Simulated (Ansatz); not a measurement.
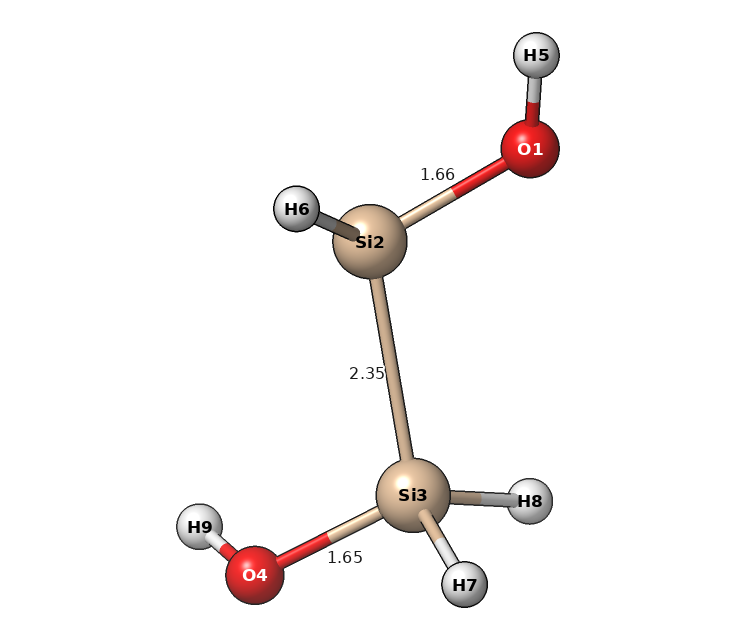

The numbers beside the sticks are distances in Å. Sticks don't show bond order. Charge 0, doublet. The computed structure is the end point of a PBE0-D4/def2-TZVP optimisation. No frequency run is at hand to confirm it as a minimum.

Question: Which of the marked bonds are single, double, triple or aromatic?

Answer: O1–Si2 single; Si2–Si3 single; Si3–O4 single. This is one Lewis structure.

Question: Give the structure as SMILES.

Answer: O[SiH][SiH2]O
